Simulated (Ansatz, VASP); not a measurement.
# GaN in two plane-wave programs, part 3 of 3

Aim: how closely do two programs agree when they are given the same cell, functional and k mesh?  Valence electrons are named where the data sets of a main pair hold unlike numbers.

VASP 6.6.1 and Ansatz 0.2.0.

So far. Step 3 (VASP: band structure, LDA): The run ends at a pressure of -6.06 GPa, with forces up to 0.11 eV/Å. Step 5 (VASP: band structure, PBE): The run ends at a pressure of 4.64 GPa, with forces up to 0.12 eV/Å.

### 9. VASP: band structure, r2SCAN, spin-orbit coupling (continued)

Level of this step: r2SCAN, spin-orbit coupling; plane waves and PAW (Ga_d, N) (VASP).

Numbers of over 12 decimals in the logs are rounded to 6 here.

From OUTCAR (step 9):

```text
  Total       -0.3833936     -0.3833936      0.0092919      0.0000000      0.0000000     -0.0000000
  in kB      -13.4325890    -13.4325890      0.3255507      0.0000000      0.0000000     -0.0000000
  external PRESSURE =      -8.8465424 kB  Pullay stress =       0.0000000 kB

 POSITION                                       TOTAL-FORCE (eV/Angst)
 -----------------------------------------------------------------------------------
     -0.00000      1.84175      2.59450         0.000000     -0.000000     -0.134775
      1.59500      0.92087      0.00000        -0.000000      0.000000     -0.134775
     -0.00000      1.84175      4.54038         0.000000      0.000000      0.134775
      1.59500      0.92087      1.94588         0.000000      0.000000      0.134775
 -----------------------------------------------------------------------------------
    total drift:                                0.000000     -0.000000     -0.049959

  FREE ENERGIE OF THE ION-ELECTRON SYSTEM (eV)
  ---------------------------------------------------
  free  energy   TOTEN  =       -43.8250258827 eV

  energy  without entropy=      -43.8250258827  energy(sigma->0) =      -43.82502588

 magnetization (x)
# of ion       s       p       d       tot
------------------------------------------
    1        0.000   0.000  -0.000  -0.000
    2        0.000  -0.000  -0.000  -0.000
    3        0.000  -0.000   0.000   0.000
    4       -0.000   0.000   0.000  -0.000
--------------------------------------------------
tot         -0.000  -0.000  -0.000  -0.000

 magnetization (y)
# of ion       s       p       d       tot
------------------------------------------
    1        0.000  -0.000   0.000  -0.000
    2        0.000   0.000  -0.000  -0.000
    3        0.000   0.000   0.000   0.000
    4        0.000   0.000   0.000   0.000
--------------------------------------------------
tot          0.000   0.000  -0.000   0.000

 magnetization (z)
# of ion       s       p       d       tot
------------------------------------------
    1        0.000   0.000   0.000   0.000
    2        0.000   0.000   0.000   0.000
    3        0.000   0.000   0.000   0.000
    4        0.000   0.000   0.000   0.000
--------------------------------------------------
tot          0.000   0.000   0.000   0.000

[... 1 part as in an earlier step ...]

[... 2 further parts left out ...]
[key lines of the parts left out:]
E-fermi :   5.2180
```

The run ends at a pressure of -0.88 GPa, with forces up to 0.13 eV/Å.

### 10. Side by side

What differs besides the data sets and the points named for the pairs above, as far as they apply: spin-orbit coupling enters by fully relativistic files in Ansatz and inside the spheres in VASP; VASP keeps PBE cores, Ansatz makes them for the functional; the cutoff is 500 eV in Ansatz and 460 eV in VASP. Total energies have different zeros and are not compared.

Both answers:

```tsv
quantity	Ansatz	VASP	difference
pressure (GPa)	-1.07	-0.88	-0.18
pressure without Ansatz's Pulay correction (GPa)	-1.16	-0.88	-0.28
gap over the path points (eV)	2.302	2.295	+0.007
```

Forces (eV/Å; atoms numbered as in POSCAR):

```tsv
atom	Ansatz x, y, z	VASP x, y, z
Ga1	0.000, 0.000, -0.125	0.000, 0.000, -0.135
Ga2	0.000, 0.000, -0.125	0.000, 0.000, -0.135
N3	0.000, 0.000, 0.125	0.000, 0.000, 0.135
N4	0.000, 0.000, 0.125	0.000, 0.000, 0.135
```

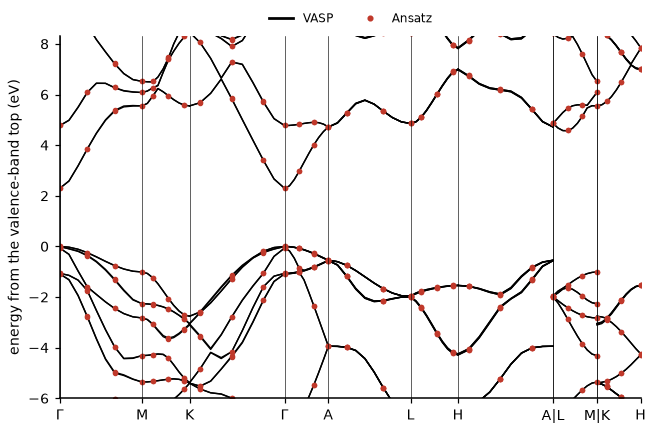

Bands from VASP (lines) and levels from Ansatz (dots). Dots without a line are higher empty bands that the VASP plot leaves out.

Levels at points of the path, from each program's valence-band top (eV; 8 filled, then empty):

```tsv
k (reciprocal lattice)	Ansatz	VASP
0.000 0.000 0.000	-1.06 -1.06 -0.07 -0.07 -0.01 -0.01 0.00 0.00 2.30 2.30 4.79 4.79 9.93 9.93	-1.06 -1.06 -0.07 -0.07 -0.01 -0.01 0.00 0.00 2.29 2.29 4.77 4.77 9.93 9.93
0.167 0.000 0.000	-1.75 -1.73 -1.60 -1.60 -0.37 -0.35 -0.25 -0.24 3.85 3.86 6.09 6.11 8.76 8.77	-1.75 -1.73 -1.60 -1.59 -0.37 -0.35 -0.25 -0.24 3.84 3.85 6.07 6.09 8.75 8.76
0.333 0.000 0.000	-3.98 -3.96 -2.45 -2.45 -1.33 -1.29 -0.76 -0.76 5.35 5.38 6.28 6.29 7.22 7.23	-3.98 -3.96 -2.45 -2.45 -1.33 -1.29 -0.76 -0.76 5.34 5.38 6.26 6.27 7.21 7.22
0.500 0.000 0.000	-4.31 -4.31 -2.82 -2.82 -2.27 -2.27 -1.01 -1.01 5.56 5.56 6.09 6.09 6.53 6.53	-4.31 -4.31 -2.83 -2.83 -2.26 -2.26 -1.01 -1.01 5.55 5.55 6.08 6.08 6.52 6.52
0.463 0.074 0.000	-4.28 -4.27 -3.08 -3.05 -2.30 -2.29 -1.24 -1.23 5.93 5.94 6.26 6.26 6.52 6.52	-4.28 -4.28 -3.08 -3.06 -2.29 -2.29 -1.24 -1.23 5.92 5.93 6.26 6.26 6.50 6.50
0.407 0.185 0.000	-4.41 -4.40 -3.66 -3.62 -2.48 -2.47 -2.06 -2.06 5.95 5.96 7.39 7.39 7.45 7.46	-4.42 -4.41 -3.66 -3.62 -2.48 -2.47 -2.06 -2.06 5.95 5.95 7.37 7.37 7.45 7.46
0.352 0.296 0.000	-5.21 -5.20 -3.29 -3.25 -2.88 -2.86 -2.71 -2.71 5.59 5.59 8.30 8.30 8.60 8.60	-5.21 -5.20 -3.29 -3.25 -2.88 -2.86 -2.71 -2.70 5.58 5.58 8.28 8.28 8.57 8.58
0.296 0.296 0.000	-4.84 -4.82 -3.57 -3.52 -2.63 -2.61 -2.60 -2.58 5.68 5.68 8.07 8.07 8.67 8.68	-4.84 -4.83 -3.57 -3.53 -2.62 -2.61 -2.60 -2.58 5.68 5.68 8.05 8.05 8.65 8.65
0.185 0.185 0.000	-4.16 -4.16 -2.79 -2.77 -1.28 -1.27 -1.17 -1.13 5.83 5.85 7.29 7.29 7.92 7.92	-4.16 -4.16 -2.79 -2.77 -1.27 -1.27 -1.16 -1.13 5.82 5.84 7.28 7.29 7.90 7.90
0.074 0.074 0.000	-1.59 -1.59 -1.06 -1.05 -0.24 -0.23 -0.19 -0.19 3.40 3.41 5.72 5.73 9.43 9.44	-1.59 -1.59 -1.06 -1.05 -0.24 -0.23 -0.19 -0.19 3.39 3.40 5.70 5.71 9.43 9.44
```

The forces differ by 5.9 meV/Å r.m.s., which is 7.5 % of the r.m.s. force of 0.078 eV/Å (both taken over all components). Among the levels compared at these points, filled levels agree within 6 meV and empty ones within 28 meV. Ansatz's pressure holds a Pulay correction of 0.10 GPa; VASP's holds none.

### 11. Results

```yaml
largest_difference_of_a_filled_level_at_the_path_points_band_structure_lda: 5.7 meV
largest_difference_of_a_filled_level_at_the_path_points_band_structure_pbe: 2.9 meV
difference_in_pressure_band_structure_pbe: 0.50 GPa
largest_difference_of_a_filled_level_at_the_path_points_band_structure_r2scan_spin_orbit_coupling: 5.7 meV
```

In words: The difference in pressure is 0.50 GPa (band structure, PBE), within the 1 GPa picked in this series as the mark of a large difference. 3 further runs of this series are not shown here. Such differences can come from data sets, numerical settings and the points named under the comparisons, not from the functional's error against experiment.

[Lines on the potential files, build, host, timing and source positions are cut from VASP's logs without a mark.]

[Logs are printed without paths, hosts, clocks, repeated set-up lines and the standing remarks that a program may print on its own settings, such as how far it seeks lower states.]

[Hosts, paths, dates, database ids (printed as entryN), source tags and the programs' standing remarks are cut or masked in the printed files.]
